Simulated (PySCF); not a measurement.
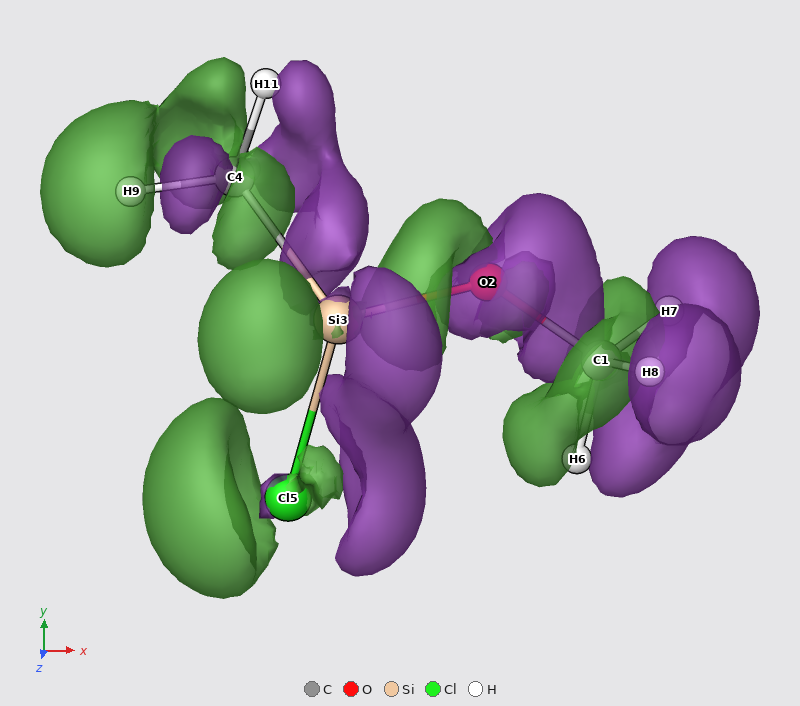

C₂H₆ClOSi, doublet, SMILES `CO[Si](C)Cl`. Change of the electron density in a uniform field of 0.51 V/Å, surfaces at ±0.004 e/Å³ (purple: gain, green: loss).

Method: BLYP/def2-TZVP; geometry: GFN2-xTB; program: PySCF. No frequency check shows the geometry to be a minimum. A basis without diffuse functions makes polarisabilities too small. The stability of the open-shell solution wasn't checked. GFN2-xTB bond lengths at metals and heavier atoms can be off by up to 0.1 Å and shapes distorted, which carries into these values. GFN2-xTB doesn't know the spin state, so this open-shell geometry is rough.

Coordinates in Å:

```
C1       2.3293   -0.1042   -0.1365
O2       1.1891    0.6964   -0.0742
Si3     -0.3039    0.3802    0.5006
C4      -1.3763    1.7260   -0.2973
Cl5     -0.8301   -1.5111   -0.1150
H6       2.0732   -1.1360   -0.3886
H7       2.9843    0.3057   -0.9063
H8       2.8520   -0.0933    0.8232
H9      -2.4160    1.6071   -0.0131
H10     -1.3077    1.6680   -1.3819
H11     -1.0503    2.7131    0.0100
```

The field was applied in both directions; the picture shows the one opposite to the script's first.

Along which Cartesian direction does the field point?

Along −x: electrons gather on the +x side, against the field.

What dipole is induced, and what polarisability does it imply?

The induced dipole is 1.96 D (along the field); α along this axis, from the fields in both directions, is 77 bohr³ (11.5 Å³).
